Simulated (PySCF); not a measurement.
# Mg, Mg⁺, Mg²⁺: ionisation energies in x2c-QZVPPall plus 1 even-tempered diffuse shell per l

Aim: the ionisation energy of magnesium from differences of total energies, at each level of theory, and how far each lands from the tabulated value where there is one.

Program: PySCF 2.14.0. Level of theory: unrestricted determinants in a Gaussian basis, no spin-orbit coupling in the energies. These are calculated values, not measurements, unless marked.

### 1 What is computed

| Item | Value |
| --- | --- |
| Element | magnesium (Z = 12) |
| Basis | x2c-QZVPPall with one added diffuse shell each of s, p, d, f type (10s7p6d3f, 82 functions) |
| Hamiltonian | scalar relativity by spin-free X2C-1e |
| State 1 | Mg: [Ne] 3s2, closed-shell 1S |
| State 2 | Mg⁺: [Ne] 3s1, 2S determinant |
| State 3 | Mg²⁺: [Ne], closed-shell 1S |
| Methods | CCSD(T) |
| Core shells frozen in the correlated runs | valence and next inner shell: 1s2 (for Mg) |

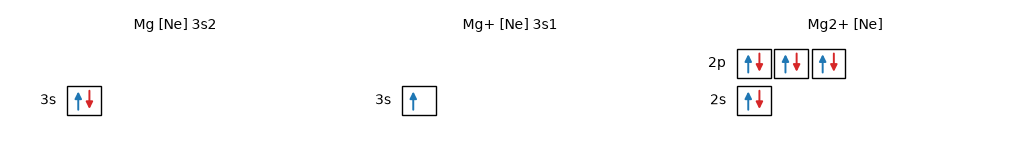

Occupation of the outer shells (arrows by Hund's rule).

One driver process ran all states and methods and kept the integrals in memory. Each run is shown as a PySCF script that sums up its settings (the driver passes frozen orbitals as a list and adds second-order terms of double hybrids); the logs are those of the runs themselves. The driver starts from symmetry-adapted Hartree-Fock orbitals, holds the occupation by maximum overlap and uses a logarithmic radial grid for functionals, so a plain start would take other cycles.

The integrals over 82 functions and the set-up took 0.28 s of CPU time.

### 2 Mg, at CCSD(T) (valence and next inner shell)

#### CCSD(T) (valence and next inner shell)

The input, input.py:

```python
from pyscf import gto, scf, dft, mp, cc
import basis_set_exchange as bse
mol = gto.M(atom="Mg 0 0 0", charge=0, spin=0, symmetry="D2h",
            basis=gto.basis.parse(bse.get_basis("x2c-QZVPPall", elements=["Mg"], fmt="nwchem", augment_diffuse=1)),
            nucmod="G")
mf = scf.UHF(mol).sfx2c1e()
mf.irrep_nelec = {'Ag': (3, 3), 'B1u': (1, 1), 'B2u': (1, 1), 'B3u': (1, 1)}
mf.kernel()
mycc = cc.CCSD(mf, frozen=1).run()
mycc.ccsd_t()
```

### 3 Mg⁺, at CCSD(T) (valence and next inner shell)

#### CCSD(T) (valence and next inner shell)

The input, input.py:

```python
from pyscf import gto, scf, dft, mp, cc
import basis_set_exchange as bse
mol = gto.M(atom="Mg 0 0 0", charge=1, spin=1, symmetry="D2h",
            basis=gto.basis.parse(bse.get_basis("x2c-QZVPPall", elements=["Mg"], fmt="nwchem", augment_diffuse=1)),
            nucmod="G")
mf = scf.UHF(mol).sfx2c1e()
mf.irrep_nelec = {'Ag': (3, 2), 'B1u': (1, 1), 'B2u': (1, 1), 'B3u': (1, 1)}
mf.kernel()
mycc = cc.CCSD(mf, frozen=1).run()
mycc.ccsd_t()
```

### 4 Mg²⁺: CCSD(T) (valence and next inner shell)

#### CCSD(T) (valence and next inner shell)

The input, input.py:

```python
from pyscf import gto, scf, dft, mp, cc
import basis_set_exchange as bse
mol = gto.M(atom="Mg 0 0 0", charge=2, spin=0, symmetry="D2h",
            basis=gto.basis.parse(bse.get_basis("x2c-QZVPPall", elements=["Mg"], fmt="nwchem", augment_diffuse=1)),
            nucmod="G")
mf = scf.UHF(mol).sfx2c1e()
mf.irrep_nelec = {'Ag': (2, 2), 'B1u': (1, 1), 'B2u': (1, 1), 'B3u': (1, 1)}
mf.kernel()
mycc = cc.CCSD(mf, frozen=1).run()
mycc.ccsd_t()
```

What does the calculation give?

As calculated:

```
              quantity                                                                           value
 ionisation energy, Mg     UHF 6.615, CCSD(T) (valence and next inner shell) 7.618 eV; reference 7.646
ionisation energy, Mg⁺  UHF 14.745, CCSD(T) (valence and next inner shell) 14.999 eV; reference 15.035
```

Each level's miss (mean over 2 differences):

| method | mean absolute miss against the measured values (with the measured fine structure taken into account where it is known) (eV) |
| --- | --- |
| UHF | 0.661 |
| MP2 (valence and next inner shell) | 0.156 |
| SCS-MP2 (valence and next inner shell) | 0.132 |
| CCSD (valence and next inner shell) | 0.054 |
| CCSD(T) (valence and next inner shell) | 0.032 |

What this shows: CCSD(T) (valence and next inner shell) lands nearest to the measured values (mean absolute error over 2 measured values 0.03 eV); UHF misses by most (0.66 eV). Hartree-Fock falls short because the species with more electrons holds more correlation energy, which it lacks. All values hold for this basis alone; no basis-set limit was taken.
